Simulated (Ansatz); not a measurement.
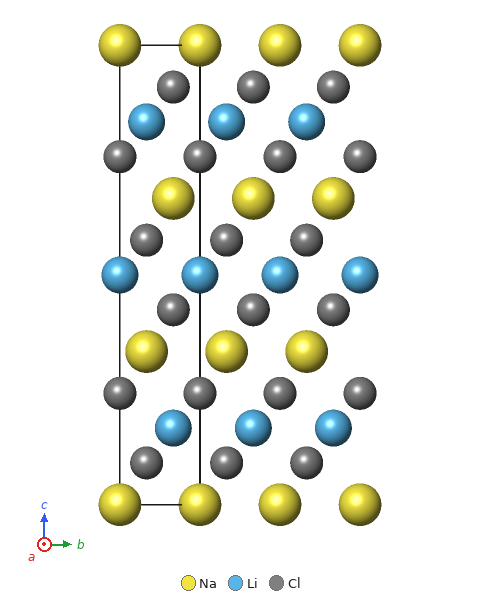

The picture looks along a close-packed row of the hexagonal mesh; c points upwards. Every atom sits on one of the three columns of the mesh; call them A, B, C in the order in which they first turn up. The sequence starts with the first layer at or above the cell's origin.

NaLiCl₂. Coordinates: the geometry relaxed with DFT LDA, scalar-relativistic, plane waves, PAW in Ansatz; the starting structure was generated, so it need not be a known form of this composition.

Q: List the layers of one repeat.

A: Na(A) – Cl(B) – Li(C) – Cl(A) – Na(B) – Cl(C) – Li(A) – Cl(B) – Na(C) – Cl(A) – Li(B) – Cl(C) (twelve layers in 18.26 Å).

Q: How are the Cl layers alone stacked?

A: Cl layers alone: BACBAC, the cubic close-packed type.

Q: Which positions between or in the Cl layers do the other atoms fill?

A: Li: three octahedral sites; Na: three octahedral sites (per hexagonal cell).
